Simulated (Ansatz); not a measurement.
The starting structures come from a database of crystals and need not be the phases stable at ambient conditions.

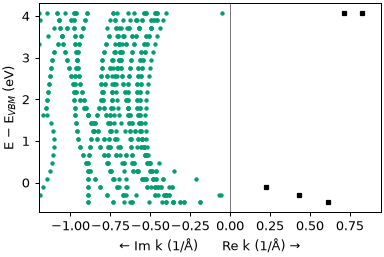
Fig. 1. Complex bands at the centre of the two-dimensional zone; r2SCAN (Ansatz, a quantum-chemistry and plane-wave program)

The gap is the functional's own. No spin-orbit coupling. Mid-gap values are interpolated on the energy grid.

Problem. This is Li$_{2}$TiGeO$_{5}$ (P4/nmm, not sure to be the ambient phase, 18 atoms a cell, 11.2 Å³ an atom, -6 GPa at this level) along the normal of (111). Read off the slowest decay at the centre of the two-dimensional zone at 2.00 eV, the computed energy nearest the middle of the gap.

Solution. κ ≈ 0.53 1/Å, a decay length 1/(2κ) of the density of 0.95 Å.
